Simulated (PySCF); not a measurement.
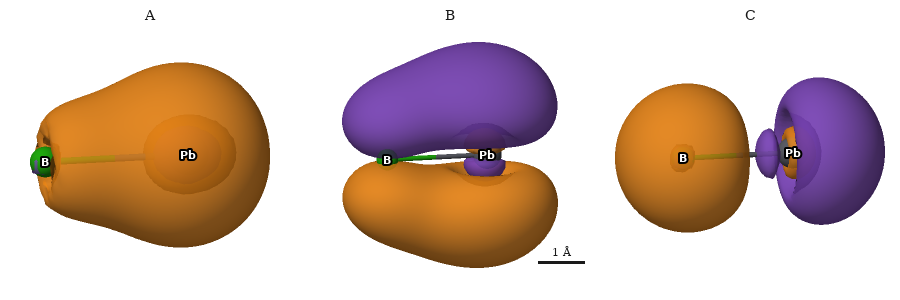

BPb (quartet). Three frontier β-spin orbitals, each drawn at the value that holds 80 % of its norm (orange and purple are the two phases), in no order; of a degenerate pair one member is drawn.

Core potentials replace the inner electrons of Pb.

The calculation used PBE0/def2-SVPD, non-relativistic Hamiltonian with scalar-relativistic core potentials where named, at a bond length of 2.259 Å in PySCF 2.14.0.

**Name the orbitals and rank them from lowest to highest energy.**

Orbital A: σ, occupied in this spin, −13.57 eV; mainly on Pb (80 %).
Orbital C: σ, occupied in this spin, −8.29 eV; shared between the atoms (B 60 %, Pb 40 %).
Orbital B: π, empty in this spin, −2.83 eV; mainly on Pb (70 %).
